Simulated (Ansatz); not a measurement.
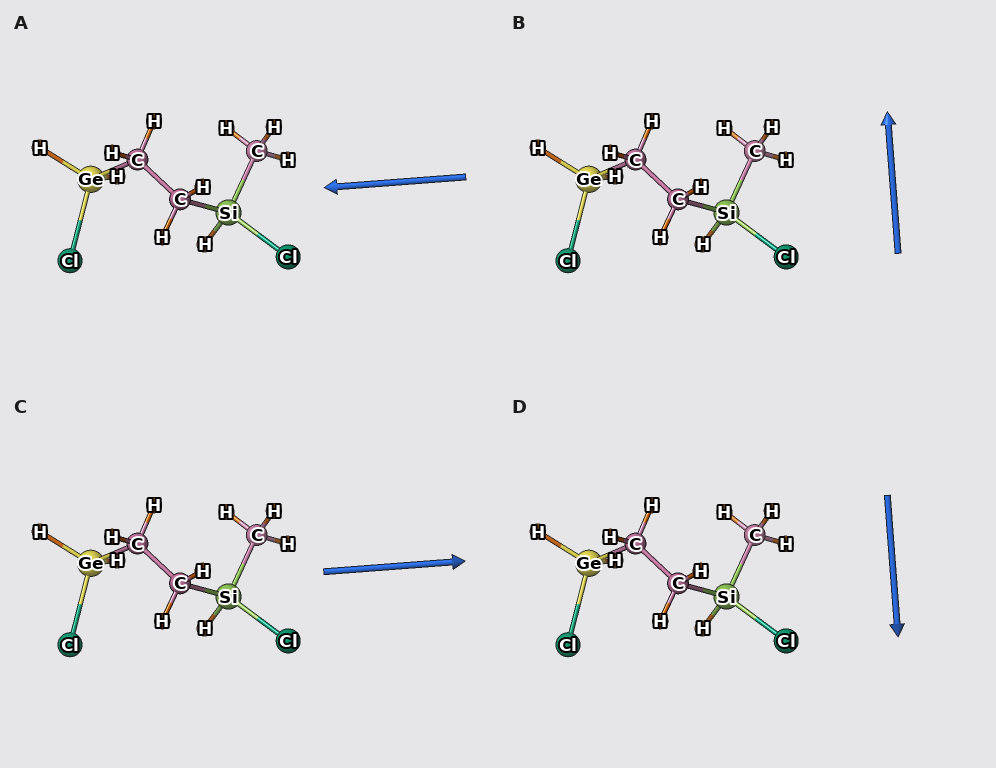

The same molecule four times, each with an arrow. The geometry was computed by an optimisation with PBE-D4/def2-SVP. No frequency run is at hand to confirm it as a minimum. Properties computed with RKS PBE-D4/def2-SVP (Ansatz 0.2.0).

Which arrow points along the dipole moment, from the negative to the positive end?

Answer. B. The dipole moment is 3.36 D.
